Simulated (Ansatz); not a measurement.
Nudged elastic band, with input and output: HfN2H5Cl2 (part 2 of 2)

The same run, continued: HfN2H5Cl2, multiplicity 2; UHF/def2-SVP (Ansatz 0.2.0). The run did not end well. It belongs to a series of runs on one base structure; here: band between the two ends.

Geometry of the input (Å):
```
Hf -0.0173  -0.0834  -0.2259
Cl 0.0245  -0.3513  2.1622
N  1.8990  0.0201  -0.8832
H  2.6232  -0.6508  -0.6844
H  2.2864  0.7384  -1.4699
N  -0.8850  1.6689  -0.7525
H  -1.5697  1.7870  -1.4813
H  -0.7492  2.5574  -0.2981
Cl -1.2039  -1.8557  -1.3289
H  0.0344  0.3888  6.2112
```

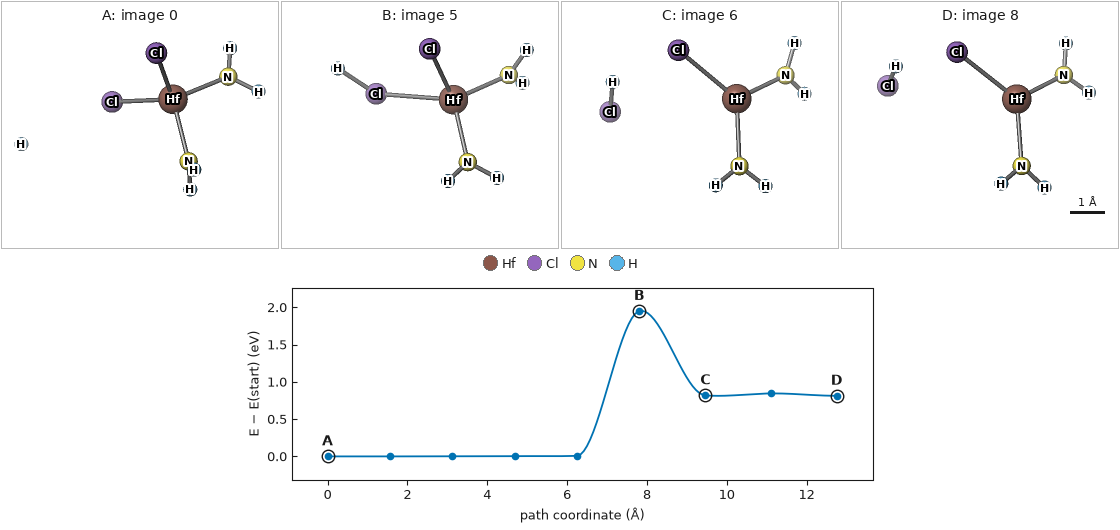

*Images of the last band (counted from 0; ball-and-stick, seen at a tilt) above the energy along the path; the line is a cubic interpolation that uses the forces.*

The highest image is number 5, 1.951 eV above the start and 1.138 eV above the end (the climbing image); the end lies 0.813 eV above the start. The path is 12.76 Å long. The band had not converged after 60 iterations.

```
Unfinished report: {"positions_ang":[[0.19784252200501862,0.2815722687848612,0.21401035802507465],[0.40249488650016374,0.48396956901790233,2.755276670205644],[1.8438893405439714,-0.07852453709211615,-0.9297957653590574],[1.9142087980886358,-0.9221812515468045,-1.4780160132948155],[2.6922787286268246,0.44708850640804687,-1.041193244806382],[-0.8695802863902639,1.788741146613086,-0.6405339808285349],[-0.5776967426616704,2.288290273047207,-1.462476292399533],[-1.7788325719597655,2.1110930933771566,-0.3555969065381031],[-1.1103700420945466,-1.752656303160296,0.46708500244857437],[-0.27183561265836925,-0.42799277544904485,3.720340172547135]],"unchecked":["starts","cluster_reference","orbital_swaps","neighbouring_geometries","increment"],"mean_field":{"relativity":"none","state":{"energy":{"ev":-29334.278995919096,"hartree":-1078.01486961158},"converged":true,"gradient_ev":0.00001258120616136358,"stability":{"kind":"minimum","curvature_ev":1.702446546221007},"curvature_floor_ev":0.00030000000000000003,"spin_squared":0.7858403315202729},"others":[],"fillings":{"estimated":0,"unestimated":0,"tried":0,"untried":0,"excluded_magnetic_sites":0},"n_dropped_functions":0,"n_trapped_functions":0,"passes":{"evaluations":4,"products":41},"factors":{"origin":"Cholesky decomposition","count":1280,"bound_ev":0.0007692049639343871},"gradient_stop_ev":0.00005107339638663021,"reference_kind":"stationary","symmetry":{"irreps":["A"],"axes":[[0.9980733641365017,-0.05676037834592285,-0.02505632158306442],[0.05674616690331114,0.9983878195206101,-0.0012784266359851424],[0.025088490250068905,-0.0001458866331562089,0.9996852236449544]],"occupied":[{"A":33},{"A":32}]},"held":{"pivots":1277,"left_out":0,"joined":3},"density_repulsion":{"missed_ev":0.00002224802780111185,"excess_ev":1.0054756632156639e-7,"most_excess_ev":0.0001755,"are_drawn_again":false,"n_first_factors":1280,"energy_change_ev":0.0,"n_dropped_ends":0}},"factors":{"origin":"Cholesky decomposition","count":1280,"bound_ev":0.0007692049639343871},"n_frozen":0,"n_occupied":[33,32],"n_virtual":[88,89],"reference":{"ev":-29334.278995919096,"hartree":-1078.01486961158},"total":{"ev":-29334.278995919096,"hartree":-1078.01486961158},"forces_ev_per_angstrom":[[-0.04046660435928227,-0.041694708205181,0.0642292124255556],[0.027854192264936295,0.0411529565693309,-0.17223067829748281],[-0.12683561583348524,-0.12634254930847402,0.030096882870912466],[0.09654493968996174,0.050955245666739986,0.00045623778899444727],[0.029987800199193768,0.04371265835054776,-0.011005319451853726],[0.13755306681216917,-0.10542873037729893,0.10359376517047668],[-0.11862236804302789,0.08253937878312267,-0.00458886790247398],[0.002033335958533538,0.06659623590955997,-0.08394703679417376],[0.015369443657273734,0.024844120865369503,-0.005649419593164427],[-0.023418190344362114,-0.03633460825321192,0.07904522378437351]],"charge_distribution":{"dipole_moment_e_ang":[0.31595856738391914,0.48757748708780285,-0.2774787774024636],"mulliken_charges_e":[1.2280177011754834,-0.19047052931026798,-0.642550223169386,0.16521689998747502,0.16069838575604223,-0.638179601872765,0.16229459470912655,0.16001352337411434,-0.43962098299951435,0.03458023234967056],"lowdin_charges_e":[-0.5733407010455238,0.3251310229128137,0.02256142226558211,0.024901603981360543,0.02017661337458554,0.03034452137672705,0.019735716096159983,0.0206022275367026,0.12808125385268454,-0.018193680351105357]},"n_threads":4,"memory_gib":4.261363637633622,"seconds":{"hamiltonian":2.080621381,"orbitals":0.0,"second_order":0.0,"solver_start":0.0,"cycles":0.0,"cycle":0.0,"perturbative":0.0,"full_ci_increment":0.0,"forces":0.0}}
this run last wrote the band of iteration 60 to [file]
Error: NEB band did not converge after 60 iterations: max|band force component| = 1.63e-1 eV/Å (threshold 5.0e-2); raise `neb.max_iterations` in a new run, which can start from the last band evaluated (`neb.initial_path`, with `crystal.atoms` and `neb.final_atoms` set to its first and last images), add images, or start from endpoints closer to local minima. Where this run's directory can be resumed (`checkpoint.write`), a resume goes on for up to `neb.max_iterations` more; to start a new run from the last band, take its images' positions from the `neb_iteration` event of iteration 60 (`data.images[].positions_ang`), in the event stream of the run that computed that iteration (not this run's, if it was resumed behind it). With `checkpoint.write`, `steps/00-neb/state/checkpoint.json` in the run directory holds the last saved band, under `neb.evaluated.images[].positions_ang` (a band under a hybrid functional on support functions is neither saved nor resumed: `neb.initial_path` says where its path is): check the last entry of `neb.iterations` there, which is earlier than 60 if that iteration was not saved or its write failed. If the band's step has no `state` directory and holds `state.next`, a write was cut short, and the file is under `state.next` instead (behind a loss of power it can be under `state.prev`)
this run wrote the band of iteration 60 to [file] as well, whether or not its events were kept: a new run's `neb.initial_path` can list its `images[].positions_ang`
a run's events are kept only if it was started with --events-out <file>, and are in that file
```

The last band as extended XYZ (Å, eV, eV/Å):
```
10
Properties=species:S:1:pos:R:3:forces:R:3 image=0 energy=-29336.22969
Hf   -0.0173   -0.0834   -0.2259    0.0033   0.0018   0.0004
Cl    0.0245   -0.3513    2.1622    0.0006   0.0001   0.0036
N     1.8990    0.0201   -0.8832   -0.0033  -0.0139   0.0039
H     2.6232   -0.6508   -0.6844   -0.0117   0.0128  -0.0034
H     2.2864    0.7384   -1.4699    0.0062   0.0023  -0.0017
N    -0.8850    1.6689   -0.7525    0.0005   0.0194   0.0003
H    -1.5697    1.7870   -1.4813    0.0105   0.0022   0.0117
H    -0.7492    2.5574   -0.2981   -0.0071  -0.0227  -0.0127
Cl   -1.2039   -1.8557   -1.3289    0.0011  -0.0019  -0.0014
H     0.0344    0.3888    6.2112    0.0000  -0.0001  -0.0005
10
Properties=species:S:1:pos:R:3:forces:R:3 image=1 energy=-29336.22958
Hf    0.0702    0.1002   -0.0854    0.0008   0.0008   0.0011
Cl    0.3924    0.3568    2.2831   -0.0002   0.0006  -0.0003
N     1.8991    0.0249   -0.9584   -0.0013  -0.0026  -0.0007
H     2.6566   -0.5765   -0.6789   -0.0004   0.0016  -0.0021
H     2.2020    0.5677   -1.7484    0.0012  -0.0004   0.0018
N    -0.8637    1.7064   -0.8911   -0.0015  -0.0013  -0.0004
H    -1.6587    1.6721   -1.5075    0.0010   0.0008  -0.0012
H    -0.6516    2.6720   -0.7017   -0.0003   0.0006   0.0015
Cl   -1.2290   -1.8448   -0.6279    0.0005  -0.0002   0.0003
H    -0.3749   -0.4595    6.1652    0.0000   0.0000  -0.0001
10
Properties=species:S:1:pos:R:3:forces:R:3 image=2 energy=-29336.22920
Hf    0.1589    0.2870    0.0883    0.0014  -0.0001  -0.0003
Cl    0.7112    0.9852    2.3215    0.0003   0.0006  -0.0005
N     1.8959    0.0293   -0.9264    0.0081  -0.0011  -0.0079
H     2.6932   -0.4939   -0.6036   -0.0043  -0.0020   0.0057
H     2.1053    0.3879   -1.8421   -0.0056   0.0028   0.0020
N    -0.8636    1.7155   -0.9195    0.0059  -0.0086   0.0049
H    -1.7336    1.5773   -1.4064   -0.0002   0.0067  -0.0033
H    -0.6211    2.6910   -0.9726   -0.0060   0.0019  -0.0017
Cl   -1.1768   -1.7080    0.0594    0.0006  -0.0003   0.0002
H    -0.7271   -1.2519    5.4505   -0.0002  -0.0001   0.0008
10
Properties=species:S:1:pos:R:3:forces:R:3 image=3 energy=-29336.22598
Hf    0.1829    0.3729    0.2063   -0.0100   0.0028   0.0041
Cl    0.7485    1.3682    2.3175    0.0001  -0.0007  -0.0040
N     1.8111   -0.0720   -0.9172    0.0321  -0.0060  -0.0140
H     2.3574   -0.9160   -0.8618   -0.0142   0.0095   0.0044
H     2.2312    0.5300   -1.6049   -0.0109  -0.0018   0.0060
N    -0.8271    1.7808   -0.8447   -0.0067   0.0105  -0.0188
H    -1.1100    1.7046   -1.8080    0.0037  -0.0031   0.0153
H    -1.1767    2.6519   -0.4809    0.0067  -0.0100   0.0025
Cl   -1.0535   -1.6700    0.4837    0.0004   0.0014  -0.0016
H    -0.7215   -1.5310    4.7592   -0.0012  -0.0026   0.0061
10
Properties=species:S:1:pos:R:3:forces:R:3 image=4 energy=-29336.22187
Hf    0.2376    0.2983    0.2152    0.0122  -0.0065  -0.0017
Cl    0.9438    1.1167    2.3616    0.0084   0.0077  -0.0075
N     1.8315   -0.0291   -0.9905   -0.0431   0.0106   0.0327
H     1.9426   -0.8249   -1.5965    0.0294   0.0048  -0.0207
H     2.6645    0.5333   -1.0418    0.0078  -0.0138  -0.0144
N    -0.8726    1.7397   -0.6799   -0.0414   0.0081   0.0214
H    -0.7228    2.1508   -1.5843    0.0193  -0.0069  -0.0156
H    -1.6941    2.1605   -0.2761    0.0132   0.0001  -0.0075
Cl   -1.0159   -1.7445    0.3729    0.0023   0.0063  -0.0056
H    -0.8722   -1.1815    4.4684   -0.0082  -0.0104   0.0189
10
Properties=species:S:1:pos:R:3:forces:R:3 image=5 energy=-29334.27900
Hf    0.1978    0.2816    0.2140   -0.0405  -0.0417   0.0642
Cl    0.4025    0.4840    2.7553    0.0279   0.0412  -0.1722
N     1.8439   -0.0785   -0.9298   -0.1268  -0.1263   0.0301
H     1.9142   -0.9222   -1.4780    0.0965   0.0510   0.0005
H     2.6923    0.4471   -1.0412    0.0300   0.0437  -0.0110
N    -0.8696    1.7887   -0.6405    0.1376  -0.1054   0.1036
H    -0.5777    2.2883   -1.4625   -0.1186   0.0825  -0.0046
H    -1.7788    2.1111   -0.3556    0.0020   0.0666  -0.0839
Cl   -1.1104   -1.7527    0.4671    0.0154   0.0248  -0.0056
H    -0.2718   -0.4280    3.7203   -0.0234  -0.0363   0.0790
10
Properties=species:S:1:pos:R:3:forces:R:3 image=6 energy=-29335.41102
Hf    0.0652   -0.0014   -0.4019   -0.0006  -0.0034  -0.0108
Cl   -0.0114    0.6068    3.7624   -0.0049   0.0009   0.0279
N     1.9534   -0.1159   -1.1831    0.0267  -0.0395  -0.0251
H     2.4860   -0.9578   -1.3325   -0.0085   0.0287   0.0158
H     2.5285    0.6568   -1.4754   -0.0146   0.0020  -0.0020
N    -0.8917    1.7770   -0.7266    0.0513  -0.0293  -0.0137
H    -0.5759    2.4869   -1.3675   -0.0618   0.0221   0.0334
H    -1.7337    2.1083   -0.2860    0.0167   0.0277  -0.0294
Cl   -0.9207   -1.8204    0.8898   -0.0032  -0.0062   0.0154
H    -0.4572   -0.5210    3.3699   -0.0011  -0.0029  -0.0116
10
Properties=species:S:1:pos:R:3:forces:R:3 image=7 energy=-29335.38473
Hf   -0.0213    0.0950   -0.4367    0.0015   0.0018  -0.0043
Cl    0.2434    0.2392    3.9103   -0.0009   0.0027   0.0007
N     1.9392   -0.0555   -0.9979    0.0095  -0.0065   0.0036
H     2.5393   -0.8410   -0.8055   -0.0046  -0.0009  -0.0023
H     2.4870    0.6311   -1.4877   -0.0070   0.0054  -0.0028
N    -0.9417    1.8623   -0.9402   -0.0041   0.0091   0.0075
H    -1.4408    2.0573   -1.7923    0.0031  -0.0071  -0.0092
H    -0.9944    2.6855   -0.3629    0.0028  -0.0040   0.0068
Cl   -1.0347   -1.7237    0.8453    0.0011   0.0002   0.0002
H    -0.3335   -0.7308    3.3166   -0.0014  -0.0005  -0.0003
10
Properties=species:S:1:pos:R:3:forces:R:3 image=8 energy=-29335.41695
Hf    0.0444    0.1019   -0.4561   -0.0030  -0.0059   0.0070
Cl    0.0987    0.0694    4.0040   -0.0004  -0.0008  -0.0006
N     2.0212    0.0560   -0.9779    0.0002   0.0000  -0.0016
H     2.6723   -0.6875   -0.7866   -0.0010   0.0002   0.0003
H     2.5278    0.7791   -1.4615    0.0000   0.0007  -0.0006
N    -0.9538    1.8173   -0.9492   -0.0001   0.0010  -0.0011
H    -1.9222    2.0195   -0.7629    0.0006  -0.0007   0.0002
H    -0.5637    2.6235   -1.4087    0.0002  -0.0001  -0.0014
Cl   -1.0269   -1.7261    0.7533    0.0038   0.0066  -0.0039
H    -0.4554   -0.8337    3.2948   -0.0004  -0.0009   0.0017
```

Outcome:

| quantity | value |
| --- | --- |
| outcome | not converged |
| barrier, forward (band not converged) | 1.951 eV |
| barrier, backward | 1.138 eV |
| hardware | 4 threads of Arm Neoverse V1, 24 GiB of memory available, shared host |
| wall time | 15 min (CPU time 55 min) |
| peak memory | 0.43 GiB |

What went wrong:

The run did not converge: “NEB band did not converge after 60 iterations: max|band force component| = 1.63e-1 eV/Å (threshold 5.0e-2); raise `neb.max_iterations` in a new run, which can start from the last band evaluated (`neb.initial_path`, with `crystal.atoms` and `neb.final_atoms` set to its first and last images), add images, or start from endpoints closer to local minima …” Its last values are not results.
